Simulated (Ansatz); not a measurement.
```csv
atom,x (Å),y (Å),z (Å)
Zn,-0.0689,-0.1917,0.2414
Cl,0.5937,-0.0273,2.2802
O,0.4553,-0.1920,-1.4524
H,-0.2967,-0.3122,-2.0600
N,-2.0549,-0.4200,0.8479
H,-2.5212,-1.3199,0.6601
H,-2.7168,0.3371,0.6212
H,-1.8188,-0.3664,1.8592
```

Computed with RKS LDA/def2-SVP in Ansatz.

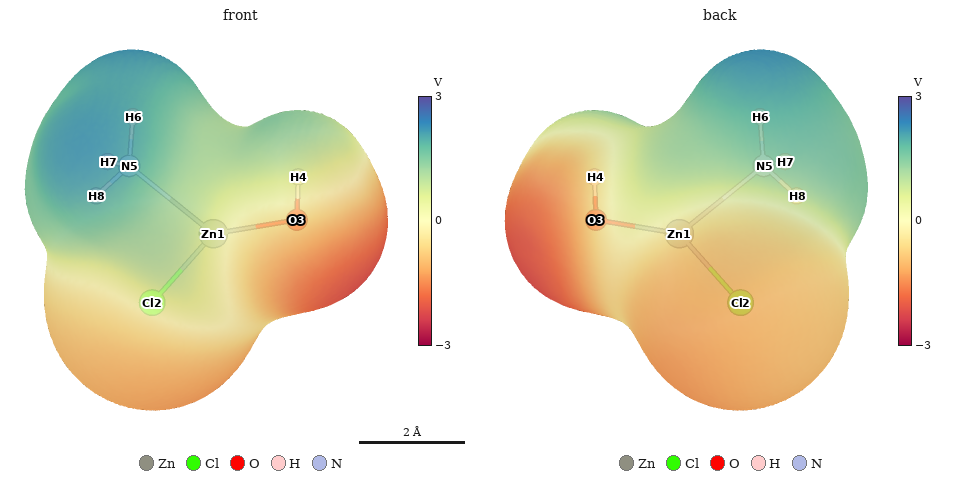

ClH4NOZn. The electrostatic potential painted on the density surface at 0.001 e/bohr³, seen from the front and from behind; red is negative and blue positive.

Q: Where is the surface potential most negative and most positive?

A: The most negative region (about −2.1 V) lies over O3, the most positive (about +2.3 V) over H6 and H7. O3 is the likeliest acceptor of a hydrogen bond.
